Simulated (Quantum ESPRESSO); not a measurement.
Density of states of CuAgO2 (Pmmm, 4 atoms in the cell).

```
CELL_PARAMETERS angstrom
      2.81644     0.00000     0.00000
      0.00000     3.35389     0.00000
      0.00000     0.00000     5.40418
ATOMIC_POSITIONS crystal
  Cu 0.50000 0.50000 0.50000
  Ag 0.00000 0.00000 0.00000
  O  0.00000 0.50000 0.27085
  O  0.00000 0.50000 0.72915
```

Method of the run: PBEsol, PSlibrary PAW (PBE) pseudopotentials (plane waves; Quantum ESPRESSO 7.5).

SCF settings: ecutwfc = 55 Ry; ecutrho = 330 Ry; occupations = smearing; smearing = fd; degauss = 0.0073499 Ry; input_dft = pbesol; K_POINTS = automatic 9 8 5 0 0 0; conv_thr = 1e-10 Ry; mixing_beta = 0.5. Keys of the DOS step: nscf.calculation = nscf; nscf.verbosity = high; nscf.occupations = tetrahedra; nscf.nbnd = 25; nscf.startingwfc = random; nscf.diago_thr_init = 1e-06; nscf.diagonalization = cg; nscf.K_POINTS = automatic 18 16 10 0 0 0; projwfc.x.filpdos = pdos; projwfc.x.DeltaE = 0.05 eV; projwfc.x.ngauss = 0; projwfc.x.degauss = 0.01 Ry.

The starting cell comes from a database of computed structures (which also holds hypothetical and non-ambient phases and stackings), without a prior relaxation at this level. Spin polarisation is off, so a magnetic state, if there is one, cannot be reached. The run gives no clean gap (levels at the Fermi energy touch, overlap or are partly filled at this smearing), which alone does not show that the compound is a metal.

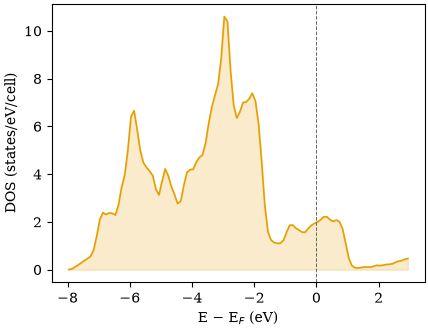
Total density of states, both spins summed.

Total DOS (both spins), as means of the tabulated values in each energy bin; the zero is the program's Fermi level or highest filled level, and the curve is cut to this window:

| E (eV) | states/eV/cell |
|---|---|
| -7.75 | 0.13 |
| -7.25 | 0.73 |
| -6.75 | 2.31 |
| -6.25 | 3.49 |
| -5.75 | 5.68 |
| -5.25 | 3.77 |
| -4.75 | 3.69 |
| -4.25 | 3.49 |
| -3.75 | 4.71 |
| -3.25 | 7.38 |
| -2.75 | 8.52 |
| -2.25 | 7.04 |
| -1.75 | 4.40 |
| -1.25 | 1.16 |
| -0.75 | 1.74 |
| -0.25 | 1.73 |
| 0.25 | 2.12 |
| 0.75 | 1.79 |
| 1.25 | 0.18 |
| 1.75 | 0.13 |
| 2.25 | 0.21 |
| 2.75 | 0.39 |

Around zero the curve holds about 2.0 states/eV/cell.
